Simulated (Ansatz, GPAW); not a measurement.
**A 5-layer slab of Ca(110) in an electric field**

How does a 5-layer slab of Ca(110) screen a perpendicular field?

Calculated with GPAW 26.7.0 and Ansatz 0.2.0; Ansatz plane waves; slab in vacuum with a dipole correction, relaxation; PAW set soft_1, in the first sound run; inputs show where later runs differ.

**1. Set-up**

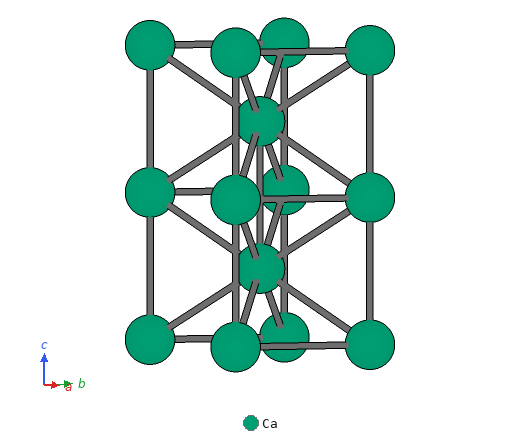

The cell as given, from the side, with the c axis up (calcium teal). Some periodic images of atoms are drawn too.

The cell holds 5 atoms: 5 Ca. Cell: a = 5.580 Å, b = 3.946 Å, c = 23.891 Å, α = 90.0°, β = 90.0°, γ = 90.0°. Vacuum lies along c.

As a file:

```cif
data_structure
_symmetry_space_group_name_H-M 'P 1'
_symmetry_Int_Tables_number 1
_cell_length_a 5.5800
_cell_length_b 3.9457
_cell_length_c 23.8913
_cell_angle_alpha 90.000
_cell_angle_beta 90.000
_cell_angle_gamma 90.000
_cell_volume 526.01
loop_
_atom_site_label
_atom_site_type_symbol
_atom_site_fract_x
_atom_site_fract_y
_atom_site_fract_z
_atom_site_occupancy
Ca1 Ca 0.00000 0.00000 0.33485 1
Ca2 Ca 0.50000 0.50000 0.41742 1
Ca3 Ca 0.00000 0.00000 0.50000 1
Ca4 Ca 0.50000 0.50000 0.58258 1
Ca5 Ca 0.00000 0.00000 0.66515 1
```

**2. Relaxation**

The atoms are relaxed first, since the surface dipole, and with it the work function, follows the positions of the outer layers. The lowest 2 atoms are held at bulk positions and keep their forces.

Input file input.yaml:

```yaml
crystal:
  lattice:
    - [5.58, 0.0, 0.0]
    - [0.0, 3.945655839, 0.0]
    - [0.0, 0.0, 23.891311678]
  atoms:
    - { symbol: Ca, position: [0.0, 0.0, 0.3348497608] }
    - { symbol: Ca, position: [0.5, 0.5, 0.4174248804] }
    - { symbol: Ca, position: [0.0, 0.0, 0.5] }
    - { symbol: Ca, position: [0.5, 0.5, 0.5825751196] }
    - { symbol: Ca, position: [0.0, 0.0, 0.6651502392] }
kpoints:
  mp_grid: { grid: [6, 8, 1] }
hamiltonian:
  xc: pbe
  pseudopotentials: { kind: paw, azcp: { folder: soft_1 } }
scf:
  occupations: { method: fermi_dirac, width: 0.1 }
efield:
  axis: 3
  dipole_correction: true
  ramp_width: 0.05
relax:
  f_tol: 0.02
  max_steps: 60
  constraints: [{ sites: [0, 1] }]
output:
  write_potential: true
  write_density: true
  volumetric_format: npy
```

Command:

```sh
ansatz run input.yaml --threads 4 --pin off --max-ram 8192MiB --backend cpu --events-out ev --progress --plain --runs-dir out
```

Numbers of over 12 decimals in the logs are rounded to 6 here.

What it wrote:

```text
Engine: ansatz 0.2.0, x86_64-unknown-linux-gnu
Pseudopotentials: kind: paw
Pseudopotential: Ca, paw, valence charge 10, recommended cutoff 420 eV (normal), soft_1/Ca.paw.azcp
Functional definition: PBE
  parameter kappa = 0.804
  parameter beta = 0.066725
  exchange = pbe_x(kappa = kappa, mu = beta*pi^2/3)
  correlation = pbe_c(beta = beta)
Crystal: 5 atoms, lattice volume = 526.009 Å³
Basis set: ecut = 420 eV, 10329 PW (Γ), exchange–correlation on 80×54×320 points (8 copies of the dense FFT grid, shifted against one another)
Bands: 30, of which v1, the nominal top of the filled ones, is band 25 counted from 1 (24 counted from 0)
Symmetry: 4 space group operations
k-points: 20 of 48
Non-local potential: Ca, projectors of the file, l = 0: 3, l = 1: 2, l = 2: 2
PAW form: soft (Blöchl's): semilocal exchange-correlation on the pseudo side does not see the compensation charge
PAW one-centre angular grid: Ca, 110 points (default); XC on 64 Gauss nodes
Initial density: superposition of atomic densities (neutral atoms: chi_scale 0, normalization atom)
Initial wavefunctions: pseudopotential atomic-orbital guess
Functional: x = pbe(κ = 0.804, μ = 0.219515), c = pbe(β = 0.066725)
SCF iter   1: F=—  HF=-9084.004295 eV  |F-HF|=—  |Δ(HF+E_count)|=         —  Δρ=9.43e-3  dr2=1.07e1  ethr=3.10e-3  p=0.000 e·Å  D=5.13e-14 V/Å  ΔV_dip=-0.00 eV  dr2_dipole=3.47e-9  V_vac-E_F(+/−)=4.74/4.74 eV  ⟨swp⟩=16.0  Hψ=9001  notcnv=0
efield: sawtooth ramp at fractional position 0.9750 (placed from the atoms, in the widest stretch of the axis that holds none; the zero of the levels goes with the place), width 0.0500; the density the first Hamiltonian is built on has a dipole p = 0.000 e·Å; the dipole correction subtracts the counter field D = 5.13e-14 V/Å, which shifts the + side's vacuum level by -0.00 eV against the − side's; the planar-averaged density in the ramp window peaks in size at 4.4e-8 e/Å³
automatic band count: the SCF goes on with 35 bands, as 30 were too few: the levels above may hold too much charge
preconditioner: auto → LDOS  [metal: Δε(μ)=0.011 eV  Ē_g=2.408 eV  σ=0.100 eV  W_gap=0.03  n_scr=50 (ndim 8)  ℏωp=5.1 eV  f_vac=0.480  D(μ)=6.31/eV (n_scr^D=24)  β→1.0]
SCF iter   2: F=—  HF=-9083.080460 eV  |F-HF|=—  |Δ(HF+E_count)|=   9.24e-1  Δρ=5.50e-3  dr2=1.83e0  ethr=3.10e-3  p=0.000 e·Å  D=8.07e-6 V/Å  ΔV_dip=-0.00 eV  dr2_dipole=2.16e-9  V_vac-E_F(+/−)=2.31/2.31 eV  ⟨swp⟩=4.8  Hψ=1719  notcnv=0
SCF iter   3: F=—  HF=-9082.958298 eV  |F-HF|=—  |Δ(HF+E_count)|=   1.22e-1  Δρ=2.20e-3  dr2=1.98e-1  ethr=3.10e-3  p=-0.000 e·Å  D=-4.92e-6 V/Å  ΔV_dip=0.00 eV  dr2_dipole=5.34e-10  V_vac-E_F(+/−)=3.05/3.05 eV  ⟨swp⟩=3.2  Hψ=1405  notcnv=0
SCF iter   4: F=—  HF=-9082.937959 eV  |F-HF|=—  |Δ(HF+E_count)|=   2.03e-2  Δρ=5.16e-4  dr2=1.06e-2  ethr=3.95e-4  p=-0.000 e·Å  D=-3.78e-6 V/Å  ΔV_dip=0.00 eV  dr2_dipole=1.79e-11  V_vac-E_F(+/−)=2.87/2.87 eV  ⟨swp⟩=1.8  Hψ=864  notcnv=0
SCF iter   5: F=—  HF=-9082.938249 eV  |F-HF|=—  |Δ(HF+E_count)|=   2.90e-4  Δρ=2.11e-4  dr2=2.04e-3  ethr=2.11e-5  p=-0.000 e·Å  D=-1.45e-6 V/Å  ΔV_dip=0.00 eV  dr2_dipole=3.65e-12  V_vac-E_F(+/−)=2.78/2.78 eV  ⟨swp⟩=2.1  Hψ=805  notcnv=0
SCF iter   6: F=—  HF=-9082.938145 eV  |F-HF|=—  |Δ(HF+E_count)|=   1.03e-4  Δρ=7.46e-5  dr2=2.07e-4  ethr=4.08e-6  p=-0.000 e·Å  D=-8.73e-7 V/Å  ΔV_dip=0.00 eV  dr2_dipole=4.81e-12  V_vac-E_F(+/−)=2.81/2.81 eV  ⟨swp⟩=1.6  Hψ=722  notcnv=0
SCF iter   7: F=-9082.938137 eV  HF=-9082.938141 eV  |F-HF|=3.94e-6  |Δ(HF+E_count)|=   4.56e-6  Δρ=3.20e-5  dr2=8.07e-6  ethr=2.00e-8  p=-0.000 e·Å  D=-2.29e-7 V/Å  ΔV_dip=0.00 eV  dr2_dipole=1.85e-12  V_vac-E_F(+/−)=2.82/2.82 eV  ⟨swp⟩=11.4  Hψ=6074  notcnv=0
SCF 1 converged in 7 iterations: F = -9082.938137 eV  dr2 = 8.07e-6
  greatest PAW one-centre occupation: 0.996 electrons in one spin orbital (limit 2), on the Ca atom at site 0 (counted from 0), in its partial waves of l = 0
relax step   1: F+E_penalty+E_count = -9082.93813689 eV  Δ(F+E_penalty+E_count) = +0.000e0 eV  max|allowed force component| = 1.172e-1 eV/Å  Δτ_max = 0.0000 Å  (7 SCF iters, dr2 threshold 1.00e-5 eV, accepted)
Bands: 35, of which v1, the nominal top of the filled ones, is band 25 counted from 1 (24 counted from 0)
Initial density: handed on by an earlier stage of this run
Initial wavefunctions: those handed on with the density
iter 1 solved again at ethr=4.09e-4 eV; its pass at ethr=3.10e-3 eV (dr2=2.05e-1 eV) is discarded
SCF iter   1: F=—  HF=-9082.949924 eV  |F-HF|=—  |Δ(HF+E_count)|=         —  Δρ=9.00e-4  dr2=5.56e-2  ethr=4.09e-4  p=-0.000 e·Å  D=-2.15e-7 V/Å  ΔV_dip=0.00 eV  dr2_dipole=1.09e-2  V_vac-E_F(+/−)=2.83/2.83 eV  ⟨swp⟩=1.0  Hψ=2817  notcnv=0
efield: sawtooth ramp at fractional position 0.9750 (handed on by an earlier solve), width 0.0500; the density the first Hamiltonian is built on has a dipole p = -0.000 e·Å; the dipole correction subtracts the counter field D = -2.15e-7 V/Å, which shifts the + side's vacuum level by +0.00 eV against the − side's; the planar-averaged density in the ramp window peaks in size at 1.8e-6 e/Å³
eigensolver tolerance schedule: the retry pair's looser diagonalisation over-reported the residual by 2.68 of it (diagonalisation noise at 0.69 of the residual, at the tolerance the schedule requests for it); recorded, not acted on — ethr = c·dr2/N_el stays at c = 1.0e-1
preconditioner: auto → LDOS  [metal: Δε(μ)=0.023 eV  Ē_g=2.211 eV  σ=0.100 eV  W_gap=0.06  n_scr=50 (ndim 8)  ℏωp=5.1 eV  f_vac=0.492  D(μ)=7.11/eV (n_scr^D=28)  β→1.0]
SCF iter   2: F=—  HF=-9082.947436 eV  |F-HF|=—  |Δ(HF+E_count)|=   2.49e-3  Δρ=3.57e-4  dr2=2.19e-3  ethr=1.11e-4  p=0.004 e·Å  D=1.49e-3 V/Å  ΔV_dip=-0.04 eV  dr2_dipole=3.88e-4  V_vac-E_F(+/−)=2.79/2.82 eV  ⟨swp⟩=1.5  Hψ=720  notcnv=0
SCF iter   3: F=—  HF=-9082.947333 eV  |F-HF|=—  |Δ(HF+E_count)|=   1.03e-4  Δρ=1.82e-4  dr2=4.80e-4  ethr=4.37e-6  p=0.001 e·Å  D=5.14e-4 V/Å  ΔV_dip=-0.01 eV  dr2_dipole=1.08e-5  V_vac-E_F(+/−)=2.81/2.82 eV  ⟨swp⟩=2.0  Hψ=1082  notcnv=0
SCF iter   4: F=—  HF=-9082.947357 eV  |F-HF|=—  |Δ(HF+E_count)|=   2.48e-5  Δρ=6.66e-5  dr2=5.29e-5  ethr=9.60e-7  p=0.001 e·Å  D=2.62e-4 V/Å  ΔV_dip=-0.01 eV  dr2_dipole=1.33e-9  V_vac-E_F(+/−)=2.82/2.82 eV  ⟨swp⟩=2.0  Hψ=1092  notcnv=0
SCF iter   5: F=—  HF=-9082.947358 eV  |F-HF|=—  |Δ(HF+E_count)|=   1.03e-6  Δρ=1.58e-5  dr2=2.78e-6  ethr=1.06e-7  p=0.000 e·Å  D=7.08e-6 V/Å  ΔV_dip=-0.00 eV  dr2_dipole=1.19e-7  V_vac-E_F(+/−)=2.82/2.82 eV  ⟨swp⟩=2.0  Hψ=1172  notcnv=0
SCF iter   6: F=-9082.947359 eV  HF=-9082.947359 eV  |F-HF|=1.61e-8  |Δ(HF+E_count)|=   4.85e-7  Δρ=4.18e-6  dr2=2.78e-7  ethr=1.72e-9  p=-0.000 e·Å  D=-6.42e-5 V/Å  ΔV_dip=0.00 eV  dr2_dipole=2.73e-8  V_vac-E_F(+/−)=2.82/2.82 eV  ⟨swp⟩=11.9  Hψ=5401  notcnv=0
SCF 2 converged in 6 iterations: F = -9082.947359 eV  dr2 = 2.78e-7
  greatest PAW one-centre occupation: 0.996 electrons in one spin orbital (limit 2), on the Ca atom at site 4 (counted from 0), in its partial waves of l = 0
relax step   2: F+E_penalty+E_count = -9082.94735888 eV  Δ(F+E_penalty+E_count) = -9.222e-3 eV  max|allowed force component| = 7.197e-2 eV/Å  Δτ_max = 0.0932 Å  (6 SCF iters, dr2 threshold 8.59e-7 eV, accepted)
SCF iter   1: F=—  HF=-9082.951604 eV  |F-HF|=—  |Δ(HF+E_count)|=         —  Δρ=1.16e-3  dr2=1.11e-1  ethr=1.81e-3  p=-0.000 e·Å  D=-6.42e-5 V/Å  ΔV_dip=0.00 eV  dr2_dipole=3.21e-2  V_vac-E_F(+/−)=2.84/2.84 eV  ⟨swp⟩=5.9  Hψ=2225  notcnv=0
efield: sawtooth ramp at fractional position 0.9750 (handed on by an earlier solve), width 0.0500; the density the first Hamiltonian is built on has a dipole p = -0.000 e·Å; the dipole correction subtracts the counter field D = -6.42e-5 V/Å, which shifts the + side's vacuum level by +0.00 eV against the − side's; the planar-averaged density in the ramp window peaks in size at 1.8e-6 e/Å³
preconditioner: auto → LDOS  [metal: Δε(μ)=0.007 eV  Ē_g=2.234 eV  σ=0.100 eV  W_gap=0.02  n_scr=50 (ndim 8)  ℏωp=5.1 eV  f_vac=0.497  D(μ)=7.09/eV (n_scr^D=28)  β→1.0]
SCF iter   2: F=—  HF=-9082.952115 eV  |F-HF|=—  |Δ(HF+E_count)|=   5.11e-4  Δρ=5.62e-4  dr2=2.41e-2  ethr=2.21e-4  p=0.002 e·Å  D=8.30e-4 V/Å  ΔV_dip=-0.02 eV  dr2_dipole=1.03e-2  V_vac-E_F(+/−)=2.81/2.83 eV  ⟨swp⟩=1.6  Hψ=876  notcnv=0
SCF iter   3: F=—  HF=-9082.951367 eV  |F-HF|=—  |Δ(HF+E_count)|=   7.48e-4  Δρ=2.08e-4  dr2=1.68e-3  ethr=4.82e-5  p=0.000 e·Å  D=4.29e-5 V/Å  ΔV_dip=-0.00 eV  dr2_dipole=2.86e-4  V_vac-E_F(+/−)=2.83/2.83 eV  ⟨swp⟩=1.0  Hψ=700  notcnv=0
SCF iter   4: F=—  HF=-9082.951438 eV  |F-HF|=—  |Δ(HF+E_count)|=   7.10e-5  Δρ=1.78e-4  dr2=2.20e-4  ethr=3.36e-6  p=-0.000 e·Å  D=-1.08e-4 V/Å  ΔV_dip=0.00 eV  dr2_dipole=5.12e-8  V_vac-E_F(+/−)=2.82/2.82 eV  ⟨swp⟩=2.0  Hψ=1050  notcnv=0
SCF iter   5: F=—  HF=-9082.951368 eV  |F-HF|=—  |Δ(HF+E_count)|=   6.93e-5  Δρ=3.39e-5  dr2=5.15e-5  ethr=4.39e-7  p=-0.001 e·Å  D=-2.21e-4 V/Å  ΔV_dip=0.01 eV  dr2_dipole=1.67e-5  V_vac-E_F(+/−)=2.83/2.82 eV  ⟨swp⟩=2.0  Hψ=1034  notcnv=0
SCF iter   6: F=—  HF=-9082.951435 eV  |F-HF|=—  |Δ(HF+E_count)|=   6.65e-5  Δρ=1.28e-5  dr2=5.07e-6  ethr=1.03e-7  p=-0.001 e·Å  D=-2.81e-4 V/Å  ΔV_dip=0.01 eV  dr2_dipole=1.46e-6  V_vac-E_F(+/−)=2.83/2.82 eV  ⟨swp⟩=1.9  Hψ=733  notcnv=0
SCF iter   7: F=—  HF=-9082.951435 eV  |F-HF|=—  |Δ(HF+E_count)|=   6.36e-9  Δρ=3.00e-6  dr2=2.88e-7  ethr=1.01e-8  p=-0.001 e·Å  D=-2.99e-4 V/Å  ΔV_dip=0.01 eV  dr2_dipole=8.64e-8  V_vac-E_F(+/−)=2.83/2.82 eV  ⟨swp⟩=2.1  Hψ=830  notcnv=0
SCF iter   8: F=-9082.951435 eV  HF=-9082.951435 eV  |F-HF|=1.01e-8  |Δ(HF+E_count)|=   1.46e-8  Δρ=1.35e-6  dr2=1.76e-8  ethr=2.00e-10  p=-0.001 e·Å  D=-3.04e-4 V/Å  ΔV_dip=0.01 eV  dr2_dipole=2.80e-9  V_vac-E_F(+/−)=2.83/2.82 eV  ⟨swp⟩=10.3  Hψ=4639  notcnv=0
SCF 3 converged in 8 iterations: F = -9082.951435 eV  dr2 = 1.76e-8
relax step   3: F+E_penalty+E_count = -9082.95143500 eV  Δ(F+E_penalty+E_count) = -4.076e-3 eV  max|allowed force component| = 8.048e-3 eV/Å  Δτ_max = 0.1261 Å  (8 SCF iters, accepted)
NSCF: frozen V_eff on 20 k-points
the band table was solved once a step of the walk had ended and its energy, with any forces and stress, was formed, with the checks that follow a solve (3876 applications of the Hamiltonian). They found nothing against the state; the energy, forces and stress were not computed again (output.eigenvalues in the input reference)
SCF converged after 8 iterations
Free energy (F): -9082.951435 eV
Harris-Foulkes:  -9082.951435 eV  (|F-HF|=1.01e-8)
Internal energy: -9082.722485 eV  (E = F + TS)
E sigma→0 (E₀):  -9082.836960 eV
Entropy (-TS):   -0.228950 eV (-45.790 meV/atom)
Fermi energy:    0.412944 eV
Dipole field:    D = -0.000260 V/Å  (p = -0.000756 e·Å, saw-weighted, corrected)
Work function:   Φ+ = 2.8304 eV   Φ− = 2.8242 eV
Levels:          The Fermi level and band energies are counted from a zero that moves with the ramp; work functions are not
--- Per-component energies (eV) ---
  E_band       = -1115.278598
  E_kinetic    = 1254.570253
  E_local      = -19210.066926  (includes V_loc(G=0)·N_el)
  E_nonlocal   = 451.263167
  E_hartree    = 8765.726551
  E_xc         = -630.247369
  E_vxc        = -781.519239  (∫ρ·V_xc dr)
  E_paw        = -4326.195286  (= ΣΔE_a)
  E_vpaw       = -360.977355  (= ΣTr[D̂ρ^β])
  E_aug_tail   = -0.000026  (compensation charges beyond the density's cutoff)
  E_efield     = 0.000000  (sawtooth field / dipole correction)
  E_vefield    = -0.001095  (∫n·V_field dr)
  E_ewald      = 4612.227151
  E_smearing   = -0.228950  (= −TS)
  E_closure    = -0.000000  (closes the sum)
  Σ components = -9082.951435   (vs F -9082.951435, Δ=0.00e0)
--- Forces (eV/Å), atoms counted from 1 ---
  atom   1  Ca    -0.00000000     0.00000000     0.08044499
  atom   2  Ca     0.00000000     0.00000000    -0.08781077
  atom   3  Ca     0.00000000     0.00000000    -0.00400310
  atom   4  Ca    -0.00000000     0.00000000     0.00328730
  atom   5  Ca    -0.00000000    -0.00000000     0.00804838
  max |Σ_I F_I| component: 3.32e-5 eV/Å
--- Band table (eV; the first three rows and the last of 20) ---
  k-point 0: bands = [... 21 lower, -2.5037, -1.3075, -0.1019, 0.1630, 0.7474, 0.7540, 1.1500, 1.1905, ... 6 higher]
  k-point 1: bands = [... 21 lower, -2.3383, -1.1548, 0.0198, 0.2804, 0.8162, 0.8219, 1.1119, 1.1467, ... 6 higher]
  k-point 2: bands = [... 21 lower, -1.8638, -0.7324, 0.2997, 0.4998, 0.8899, 0.9254, 1.0385, 1.0581, ... 6 higher]
  k-point 19: bands = [... 21 lower, -0.2722, 0.1892, 0.2541, 0.3301, 0.3612, 0.5227, 0.6528, 1.0232, ... 6 higher]
--- Relaxed structure (3 steps of the walk, 3 accepted, 0 SCFs on fresh bases) ---
  F+E_penalty+E_count = -9082.95143500 eV   max|allowed force component| = 8.048e-3 eV/Å
  atoms:
    - { symbol: Ca, position: [0.0, 0.0, 0.334850] }
    - { symbol: Ca, position: [0.5, 0.500000, 0.417425] }
    - { symbol: Ca, position: [8.159305778275614e-19, 0, 0.496567] }
    - { symbol: Ca, position: [0.5, 0.500000, 0.577548] }
    - { symbol: Ca, position: [2.1819768220056525e-18, 0, 0.655970] }
```

The job ended after 21 s (4 threads of Intel Xeon Platinum 8488C (Sapphire Rapids), shared host; peak memory 0.99 GiB).

Relaxation path:

| step | energy less that of the first step (eV) | largest force component (eV/Å) |
| --- | --- | --- |
| 1 | 0.0000 | 0.1172 |
| 2 | -0.0092 | 0.0720 |
| 3 | -0.0133 | 0.0080 |

Forces are held to the 4 operations that the run works with; a distortion that breaks them can't arise in this run.

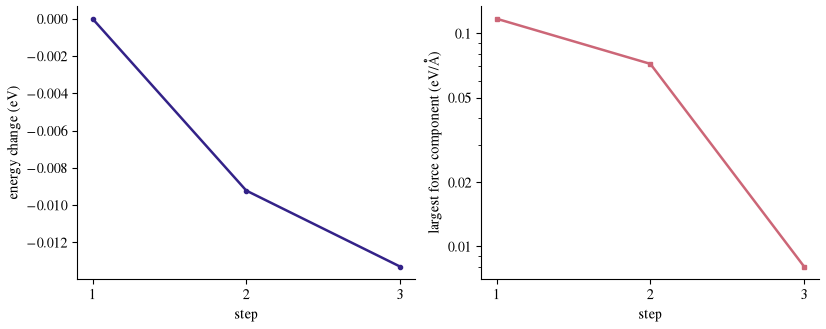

Energy and largest force along the relaxation.

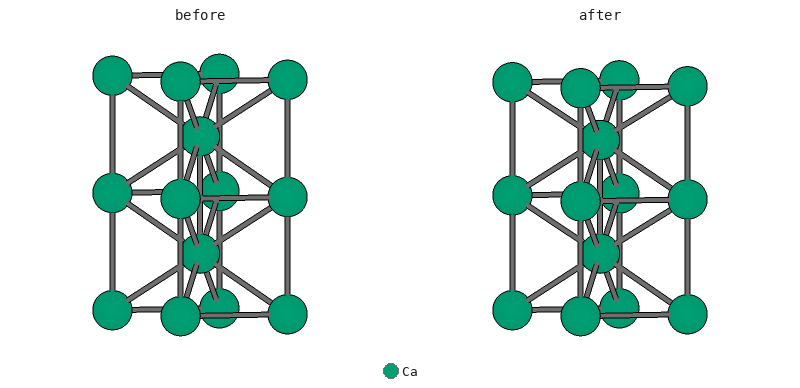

The structure before and after the relaxation, drawn at the same scale.

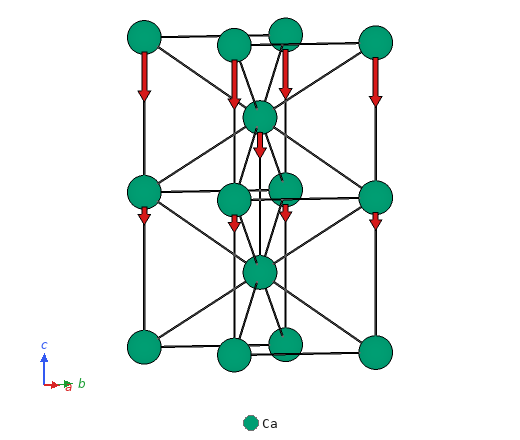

Displacements in the relaxation, exaggerated; the longest in the cell stands for 0.22 Å. Some periodic images of atoms are drawn too.

The atoms that moved most (Å):

| atom | dx | dy | dz | length |
| --- | --- | --- | --- | --- |
| Ca5 | 0.000 | 0.000 | -0.219 | 0.219 |
| Ca4 | 0.000 | 0.000 | -0.120 | 0.120 |
| Ca3 | 0.000 | 0.000 | -0.082 | 0.082 |

The relaxed structure:

```cif
data_structure
_symmetry_space_group_name_H-M 'P 1'
_symmetry_Int_Tables_number 1
_cell_length_a 5.5800
_cell_length_b 3.9457
_cell_length_c 23.8913
_cell_angle_alpha 90.000
_cell_angle_beta 90.000
_cell_angle_gamma 90.000
_cell_volume 526.01
loop_
_atom_site_label
_atom_site_type_symbol
_atom_site_fract_x
_atom_site_fract_y
_atom_site_fract_z
_atom_site_occupancy
Ca1 Ca 0.00000 0.00000 0.33485 1
Ca2 Ca 0.50000 0.50000 0.41742 1
Ca3 Ca 0.00000 0.00000 0.49657 1
Ca4 Ca 0.50000 0.50000 0.57755 1
Ca5 Ca 0.00000 0.00000 0.65597 1
```

Numbers from this step:

* free energy: -9082.9514 eV
* smearing term TS: 0.2289 eV
* symmetry operations: 4
* upper work function: 2.830 eV
* lower work function: 2.824 eV
* dipole along the normal: -7.56e-4 e·Å
* dipole field: -2.60e-4 V/Å
* vacuum level above: 3.243 eV
* vacuum level below: 3.237 eV

The electrostatic potential energy of an electron (with the applied field's), less the Fermi level, planar mean oscillates, so the rows of the table below give means over windows of 1.94 Å about each position, cut where the curve ends. Its maxima inside the range that stand out by 2 % of the span (Å: eV): 9.0: -0.994, 10.9: -1.17, 12.8: -0.952, 14.8: -1.44. Its minima: 8.1: -5.12, 10.0: -4.85, 11.8: -4.90, 13.7: -4.83, 15.7: -5.19.

The electrostatic potential energy of an electron (with the applied field's), less the Fermi level, planar mean by z; means over each step:

| z (Å) | electrostatic potential energy of an electron (with the applied field's), less the Fermi level, planar mean (eV) |
| --- | --- |
| 0.97 | 2.82 |
| 2.91 | 2.82 |
| 4.85 | 2.73 |
| 6.79 | 0.413 |
| 8.73 | -2.95 |
| 10.67 | -3.04 |
| 12.61 | -2.90 |
| 14.55 | -3.24 |
| 16.49 | -1.05 |
| 18.43 | 2.65 |
| 20.37 | 2.83 |
| 22.31 | 2.83 |

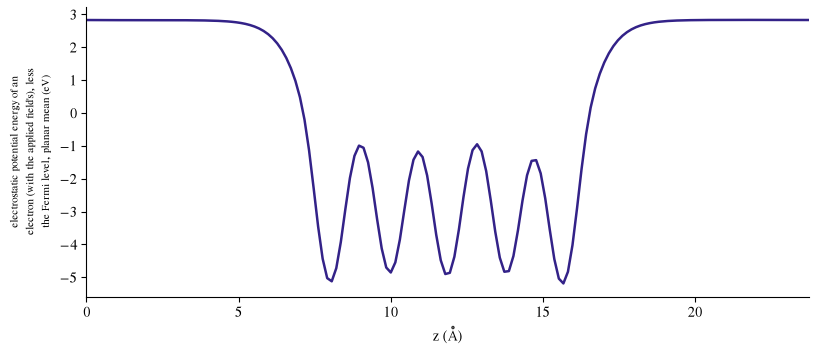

Electrostatic potential energy of an electron (with the applied field's), less the Fermi level, planar mean against z.

The valence density, planar mean oscillates, so the rows of the table below give means over windows of 1.94 Å about each position, cut where the curve ends. Its maxima inside the range that stand out by 2 % of the span (Å: e/Å³): 8.1: 0.391, 10.0: 0.404, 11.8: 0.400, 13.7: 0.402, 15.7: 0.395. Its minima: 9.0: 0.0817, 10.9: 0.0904, 12.8: 0.0855, 14.8: 0.0944.

Table of valence density, planar mean by z; means over each step:

| z (Å) | valence density, planar mean (e/Å³) |
| --- | --- |
| 0.97 | 1.1e-6 |
| 2.91 | 5.0e-5 |
| 4.85 | 0.00159 |
| 6.79 | 0.0707 |
| 8.73 | 0.226 |
| 10.67 | 0.242 |
| 12.61 | 0.236 |
| 14.55 | 0.246 |
| 16.49 | 0.146 |
| 18.43 | 0.00295 |
| 20.37 | 1.0e-4 |
| 22.31 | 2.5e-6 |

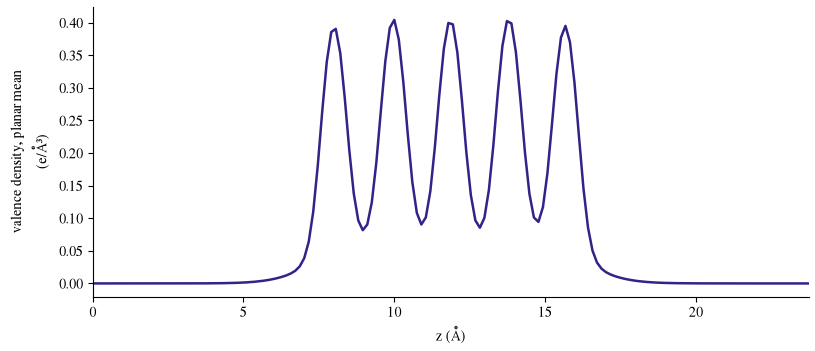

Valence density, planar mean against z.

The relaxation lowered the energy of the cell by 0.0133 eV.

(Continued in part 2 of 3.)

[Logs are printed without paths, hosts, clocks, repeated set-up lines and the standing remarks that a program may print on its own settings, such as how far it seeks lower states.]

[Hosts, paths, dates, database ids (printed as entryN), source tags and the programs' standing remarks are cut or masked in the printed files.]
